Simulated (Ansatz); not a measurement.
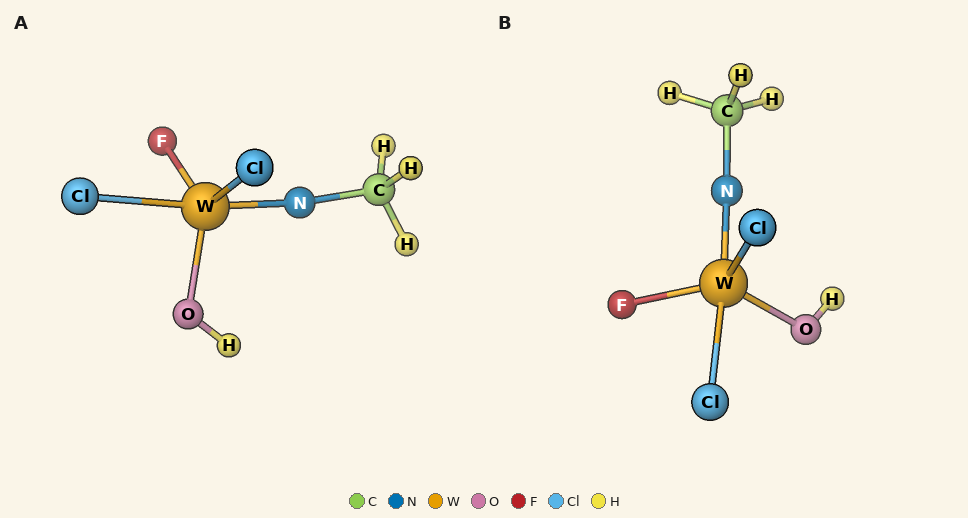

Atoms fade into the background with distance from the viewer. The species is neutral and a spin singlet. The geometry was computed by an optimisation with PBE0-D4/def2-TZVP.

Can A be turned into B by a rotation alone?

Yes. They are the same structure, CH4Cl2FNOW (C[N]=[W]([OH])([F])([Cl])[Cl]), seen from two directions: a rotation takes one into the other. The geometry is chiral (C1), so its mirror image would differ.
